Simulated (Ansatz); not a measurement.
# Relaxing glassy Ba4.2Hf30.6O65.3 (216 atoms)

Aim: bring glassy Ba4.2Hf30.6O65.3 (216 atoms) to a nearby minimum of the energy and see what moves.

Calculated with Ansatz 0.2.0; Kohn-Sham DFT, RPBE, PAW (set soft_2), plane waves.

**Experiments to compare with.** The Hf-O bond length of an amorphous hafnium oxide film with 12% of Hf replaced by Ba, grown by pulsed laser deposition, was obtained by fitting Hf L3-edge EXAFS (“Structure-evolution-designed amorphous oxides for dielectric energy storage”, 2023, PMC10213053): nearest Hf–O distance 2.08 Å.

### 1. The starting structure

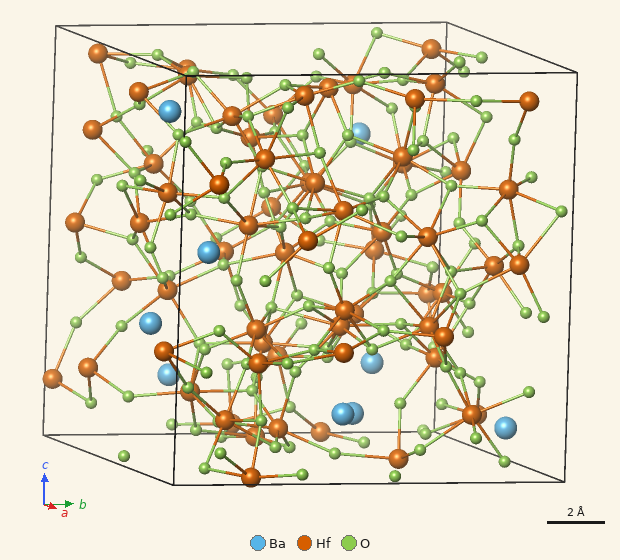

The starting structure, seen slightly off an axis (barium blue, hafnium orange, oxygen green). Bonds to atoms that aren't drawn are left out. Some periodic images of atoms are drawn too.

The cell holds 216 atoms: 9 Ba, 66 Hf and 141 O. Its edges and angles: a = 14.527 Å, b = 14.527 Å, c = 14.527 Å, α = 90.0°, β = 90.0°, γ = 90.0°. 216 atoms (9 Ba, 66 Zr, 141 O) placed at random at 5.15 g/cm³, melted at 4500 K for 20 ps at fixed volume with the Morse and Coulomb pair potential with partial charges (Pedone, Malavasi, Menziani, Cormack and Segre, J. Phys. Chem. B 110, 11780 (2006)). Quenched from 4500 K to 300 K at 20 K/ps and fixed volume, held 5 ps. Then Zr was replaced by Hf (the potential has no terms for the new elements, so the cell is a start for a DFT relaxation).

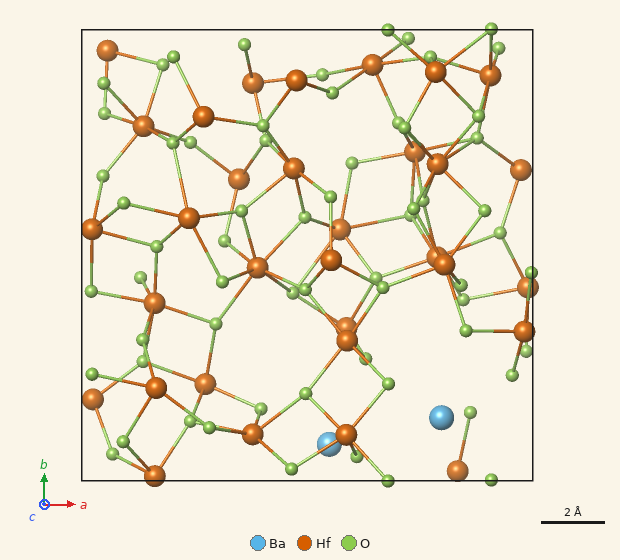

A slice 6 Å thick through the middle of the cell.

Limits known from the start: The quench rate of 20 K/ps is many orders above laboratory rates, so the cell is likely richer in defects and strain than a real sample. The network of bonds at the start is that of the classical potential that made the cell. Sampling is at Γ alone, for a cell whose shortest periodic width is 15 Å. No spin–orbit coupling is included, so levels derived from the heavy atoms are approximate.

### 2. Single point at the start

A single point comes first, to see the forces before anything moves.

Contents of input.yaml:

```yaml
crystal:
  lattice:
    - [14.5266, 0.0, 0.0]
    - [0.0, 14.5266, 0.0]
    - [0.0, 0.0, 14.5266]
  atoms:
    - { symbol: Ba, position: [0.13483, 0.27139, 0.16186] }
    - { symbol: Ba, position: [0.54912, 0.08069, 0.33975] }
    - { symbol: Ba, position: [0.16787, 0.77909, 0.19121] }
    - { symbol: Ba, position: [0.68171, 0.95261, 0.09319] }
    [... 206 atom lines left out ...]
    - { symbol: O, position: [0.99482, 0.00525, 0.83837] }
    - { symbol: O, position: [0.00457, 0.19219, 0.90818] }
    - { symbol: O, position: [0.55202, 0.62925, 0.64094] }
    - { symbol: O, position: [0.46856, 0.41584, 0.36573] }
    - { symbol: O, position: [0.8369, 0.89973, 0.81726] }
    - { symbol: O, position: [0.62408, 0.82492, 0.98102] }
kpoints:
  mp_grid: { grid: [1, 1, 1] }
hamiltonian:
  xc: rpbe
scf:
  occupations: { method: gaussian, width: 0.05 }
output:
  forces: true
  stress: true
  populations: intrinsic
  dos:
    method: { smearing: { sigma: 0.15 } }
    de: 0.1
    projected: { site_lists: { Ba: [Ba], Hf: [Hf], O: [O] } }
  eigenvalues: true
```

Command:

```bash
> ansatz run input.yaml --threads 8 --pin off --max-ram 15872MiB --backend cpu --events-out ev --progress --plain --runs-dir out
```

The job ended after 4.9 min (8 threads of Arm Neoverse V1, shared host; peak memory 8.4 GiB).

The program notes that it cut back its work space to fit the memory limit.

Read from the output:

- free energy: -1172662.7368 eV
- free energy per atom: -5428.9942 eV/atom
- SCF cycles: 13
- pressure: -1.566 GPa
- r.m.s. force component: 0.6803 eV/Å
- longest force: 2.814 eV/Å
- Fermi energy: 13.18 eV
- gap (highest filled to lowest empty level): 2.898 eV

The r.m.s. force component of 0.68 eV/Å and the pressure of -1.6 GPa set the starting point.

Neighbours are counted within 2.82 Å (O-Hf), 3.29 Å (O-Ba).

Length of the force by element and coordination:

| element | coordination | atoms | mean length of the force (eV/Å) | spread | least | most |
| --- | --- | --- | --- | --- | --- | --- |
| Ba | all | 9 | 0.694 | 0.291 | 0.185 | 1.21 |
| Ba | 6 | 5 | 0.569 | 0.242 | 0.185 | 0.870 |
| Ba | 7 | 1 | 0.519 | 0 | 0.519 | 0.519 |
| Ba | 8 | 2 | 1.11 | 0.104 | 1.00 | 1.21 |
| Ba | 9 | 1 | 0.667 | 0 | 0.667 | 0.667 |
| Hf | all | 66 | 1.59 | 0.488 | 0.413 | 2.81 |
| Hf | 5 | 1 | 1.84 | 0 | 1.84 | 1.84 |
| Hf | 6 | 56 | 1.64 | 0.479 | 0.616 | 2.81 |
| Hf | 7 | 9 | 1.30 | 0.462 | 0.413 | 1.99 |
| O | all | 141 | 0.811 | 0.363 | 0.154 | 1.98 |
| O | 2 | 4 | 0.851 | 0.199 | 0.589 | 1.14 |
| O | 3 | 90 | 0.784 | 0.366 | 0.154 | 1.95 |
| O | 4 | 47 | 0.860 | 0.363 | 0.347 | 1.98 |

### 3. Relaxation

The atoms are relaxed in the fixed cell, aiming at the force tolerance of the input.

input.yaml, the sections that differ from step 2:

```yaml
output:
  forces: true
relax:
  f_tol: 0.05
  max_steps: 102
# crystal, kpoints, hamiltonian, scf: as in step 2
```

Elapsed: 50 min, on 8 threads; peak memory 8.3 GiB; 6.5 h of CPU time.

Step by step:

| step | energy less that of the first step (eV) | largest force component (eV/Å) |
| --- | --- | --- |
| 1 | 0.0000 | 2.3885 |
| 2 | -7.4230 | 1.0003 |
| 3 | -10.6776 | 0.4395 |
| 4 | -11.5469 | 0.2751 |
| 5 | -11.8002 | 0.3454 |
| 6 | -12.0132 | 0.2723 |
| 7 | -12.0913 | 0.8019 |
| 8 | -12.4239 | 0.1700 |
| 9 | -12.5847 | 0.2154 |
| 10 | -12.7560 | 0.2004 |
| 11 | -12.8923 | 0.1944 |
| 12 | -13.0942 | 0.2071 |
| 13 | -13.2058 | 0.2510 |
| 14 | -13.1891 | 0.4869 |
| 15 | -13.2945 | 0.1160 |
| 16 | -13.2946 | 0.1585 |
| 17 | -13.3065 | 0.0589 |
| 18 | -13.3158 | 0.0840 |
| 19 | -13.3221 | 0.0474 |
| 20 | -13.3080 | 0.2153 |
| 21 | -13.3257 | 0.0451 |
| 22 | -13.3283 | 0.0364 |

Relaxation steps 14, 20 were tried and not accepted.

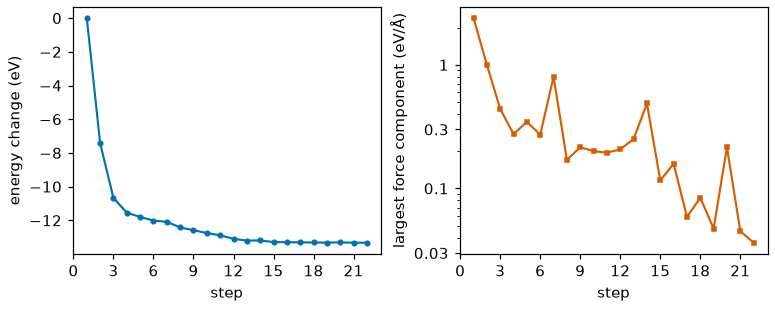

Energy and largest force along the relaxation.

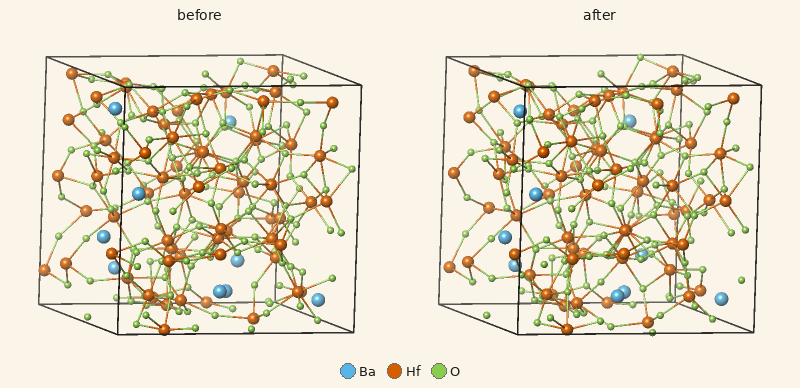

The structure before and after the relaxation, drawn at the same scale. Bonds to atoms that aren't drawn are left out.

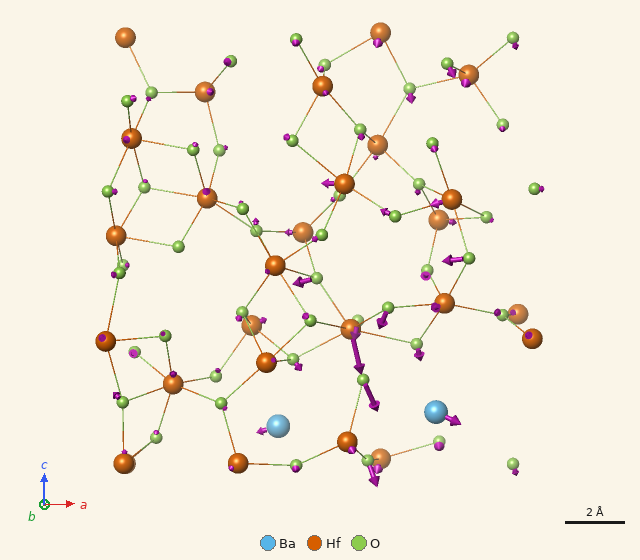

Displacements in the relaxation, exaggerated; the longest in the cell stands for 1.19 Å. Drawn is a slice 4 Å thick, seen along the normal of the ac plane. Bonds to atoms that aren't drawn are left out.

The atoms that moved most (Å):

| atom | dx | dy | dz | length |
| --- | --- | --- | --- | --- |
| Hf15 | 0.275 | 0.215 | -1.132 | 1.185 |
| O178 | 0.419 | 0.498 | -0.893 | 1.105 |
| O135 | -0.876 | 0.588 | 0.293 | 1.095 |
| O113 | -0.447 | 0.586 | 0.647 | 0.981 |
| O206 | 0.162 | 0.698 | 0.385 | 0.813 |
| Hf46 | -0.165 | -0.281 | -0.740 | 0.808 |
| O184 | -0.651 | 0.283 | 0.359 | 0.796 |
| O87 | 0.213 | -0.310 | -0.637 | 0.739 |

The relaxation changed the energy by -61.7 meV/atom, and atoms moved by 0.36 Å r.m.s., 1.2 Å at most.

### 4. Distances and neighbours after relaxation

Bonds before and after, by the cutoffs listed below:

| pair | bonds before | bonds after | mean before (Å) | mean after (Å) | spread before (Å) | spread after (Å) |
| --- | --- | --- | --- | --- | --- | --- |
| O-Hf | 404 | 397 | 2.157 | 2.142 | 0.122 | 0.114 |

Density 8.27 g/cm³, 14.19 Å³ an atom.

Pair distribution functions g(r), in bins of 0.2 Å:

| r (Å) | total | O-O | O-Hf | O-Ba | Hf-Hf | Hf-Ba | Ba-Ba |
| --- | --- | --- | --- | --- | --- | --- | --- |
| 1.90 | 0.30 | 0.00 | 0.75 | 0.00 | 0.00 | 0.00 | 0.00 |
| 2.10 | 3.27 | 0.00 | 8.19 | 0.00 | 0.00 | 0.00 | 0.00 |
| 2.30 | 0.88 | 0.00 | 2.22 | 0.00 | 0.00 | 0.00 | 0.00 |
| 2.50 | 0.34 | 0.51 | 0.21 | 0.74 | 0.00 | 0.00 | 0.00 |
| 2.70 | 1.14 | 2.14 | 0.04 | 3.80 | 0.00 | 0.00 | 0.00 |
| 2.90 | 1.25 | 2.58 | 0.09 | 2.06 | 0.00 | 0.00 | 0.00 |
| 3.10 | 1.13 | 2.27 | 0.15 | 1.01 | 0.46 | 0.00 | 0.00 |
| 3.30 | 1.00 | 1.27 | 0.32 | 1.05 | 2.90 | 0.00 | 0.00 |
| 3.50 | 0.78 | 0.72 | 0.49 | 1.09 | 1.85 | 1.67 | 0.00 |
| 3.70 | 0.84 | 0.50 | 0.76 | 0.63 | 1.95 | 3.86 | 2.17 |
| 3.90 | 1.01 | 0.57 | 1.05 | 0.57 | 2.58 | 2.96 | 0.00 |
| 4.10 | 1.12 | 1.08 | 1.11 | 0.57 | 1.34 | 1.84 | 1.81 |
| 4.30 | 1.02 | 0.90 | 1.27 | 0.62 | 0.52 | 1.90 | 1.65 |
| 4.50 | 0.95 | 0.56 | 1.48 | 0.94 | 0.45 | 1.11 | 1.44 |
| 4.70 | 0.96 | 0.60 | 1.47 | 1.03 | 0.43 | 0.74 | 0.00 |
| 4.90 | 1.02 | 0.89 | 1.34 | 1.04 | 0.33 | 0.51 | 1.24 |
| 5.10 | 1.08 | 1.07 | 1.18 | 1.48 | 0.67 | 0.63 | 0.00 |
| 5.30 | 1.04 | 1.30 | 0.82 | 1.40 | 0.69 | 0.51 | 0.00 |
| 5.50 | 1.02 | 1.29 | 0.73 | 1.72 | 0.83 | 0.27 | 0.00 |
| 5.70 | 1.02 | 1.37 | 0.76 | 0.95 | 0.82 | 0.64 | 0.00 |
| 5.90 | 1.01 | 1.08 | 0.86 | 1.05 | 1.50 | 0.65 | 0.00 |
| 6.10 | 0.98 | 0.97 | 0.93 | 0.80 | 1.27 | 1.10 | 0.81 |
| 6.30 | 0.88 | 0.90 | 0.77 | 0.60 | 1.37 | 1.09 | 0.76 |
| 6.50 | 0.97 | 0.96 | 1.00 | 0.57 | 1.16 | 0.82 | 1.42 |
| 6.70 | 0.99 | 0.91 | 1.00 | 0.85 | 1.19 | 1.92 | 1.34 |
| 6.90 | 1.02 | 0.93 | 1.10 | 0.94 | 1.08 | 1.03 | 1.27 |
| 7.10 | 0.98 | 0.88 | 1.08 | 0.82 | 0.96 | 1.10 | 2.37 |

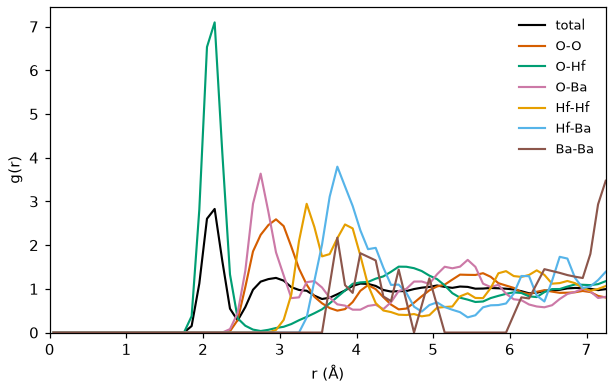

Pair distribution functions, lightly smoothed.

Bonds by pair of elements; cutoffs follow the first minimum of g(r), held within bounds set by covalent radii, and pairs that aren't listed don't count as bonded:

| pair A-B | cutoff (Å) | bonds | mean length (Å) | spread (Å) | shortest (Å) | B about A | A about B |
| --- | --- | --- | --- | --- | --- | --- | --- |
| O-Hf | 2.82 | 397 | 2.14 | 0.114 | 1.91 | 2.82 | 6.01 |
| O-Ba | 3.29 | 64 | 2.83 | 0.178 | 2.49 | 0.454 | 7.11 |

The cutoff for O-Ba falls short of the minimum of g(r), so counts run low and odd coordinations can be artefacts.

How many atoms have how many bonded neighbours:

| element | mean | 2 | 3 | 4 | 5 | 6 | 7 | 8 | 9 |
| --- | --- | --- | --- | --- | --- | --- | --- | --- | --- |
| Ba | 7.11 | 0 | 0 | 0 | 0 | 1 | 7 | 0 | 1 |
| Hf | 6.01 | 0 | 0 | 0 | 8 | 50 | 7 | 1 | 0 |
| O | 3.27 | 6 | 91 | 44 | 0 | 0 | 0 | 0 | 0 |

Bond angles, per cent of each kind in bins of 5°:

| angle (°) | O-Hf-O | Hf-O-Hf | Ba-O-Hf |
| --- | --- | --- | --- |
| 60–65 | 0.5 | 0.0 | 0.0 |
| 65–70 | 1.4 | 0.0 | 0.0 |
| 70–75 | 8.2 | 0.0 | 0.0 |
| 75–80 | 13.5 | 0.0 | 0.0 |
| 80–85 | 9.3 | 1.3 | 2.5 |
| 85–90 | 9.8 | 1.8 | 9.5 |
| 90–95 | 10.5 | 6.9 | 13.3 |
| 95–100 | 7.4 | 9.5 | 18.4 |
| 100–105 | 6.3 | 21.6 | 16.5 |
| 105–110 | 3.6 | 10.3 | 8.9 |
| 110–115 | 2.5 | 2.9 | 8.9 |
| 115–120 | 1.9 | 4.5 | 8.9 |
| 120–125 | 1.7 | 7.4 | 1.9 |
| 125–130 | 2.4 | 6.1 | 1.9 |
| 130–135 | 0.9 | 6.1 | 3.2 |
| 135–140 | 2.1 | 6.1 | 2.5 |
| 140–145 | 2.2 | 4.5 | 1.9 |
| 145–150 | 3.5 | 4.8 | 1.3 |
| 150–155 | 2.1 | 3.7 | 0.6 |
| 155–160 | 3.1 | 1.3 | 0.0 |
| 160–165 | 2.4 | 1.1 | 0.0 |
| 165–170 | 2.2 | 0.3 | 0.0 |
| 170–175 | 1.9 | 0.0 | 0.0 |
| 175–180 | 0.7 | 0.0 | 0.0 |

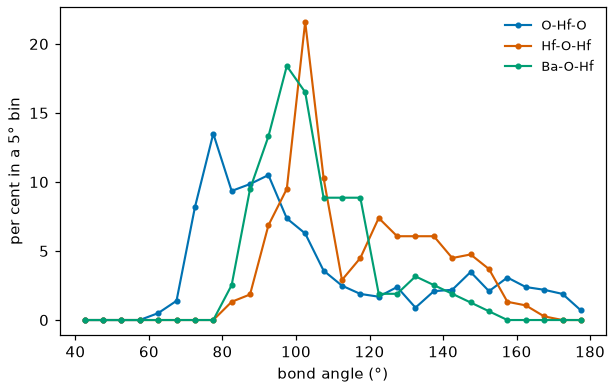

Distributions of the most common bond angles.

Bond angles (no mean is given where the spread exceeds 20°):

| angle | count | mean (°) | spread (°) |
| --- | --- | --- | --- |
| O-Hf-O | 1005 | - | - |
| Hf-O-Hf | 379 | 117 | 19.5 |
| Ba-O-Hf | 158 | 106 | 14.9 |
| Ba-O-Ba | 6 | 100 | 11.3 |

Bond length by coordination (bonds to H left out):

| element | coordination | atoms | mean bond length (Å) |
| --- | --- | --- | --- |
| Ba | 6 | 1 | 2.74 |
| Ba | 7 | 7 | 2.84 |
| Ba | 9 | 1 | 2.81 |
| Hf | 5 | 8 | 2.08 |
| Hf | 6 | 50 | 2.13 |
| Hf | 7 | 7 | 2.21 |
| Hf | 8 | 1 | 2.28 |
| O | 2 | 6 | 2.01 |
| O | 3 | 91 | 2.17 |
| O | 4 | 44 | 2.35 |

First main peaks of g(r), for some of the pairs, lie near 2.9 Å (O-O), 2.1 Å (O-Hf), 2.7 Å (O-Ba) and 3.7 Å (Hf-Ba).

(Part 1 of 2 ends here.)

[Logs are printed without paths, hosts, clocks, repeated set-up lines and the standing remarks that a program may print on its own settings, such as how far it seeks lower states.]

[Hosts, paths, dates, database ids (printed as entryN), source tags and the programs' standing remarks are cut or masked in the printed files.]
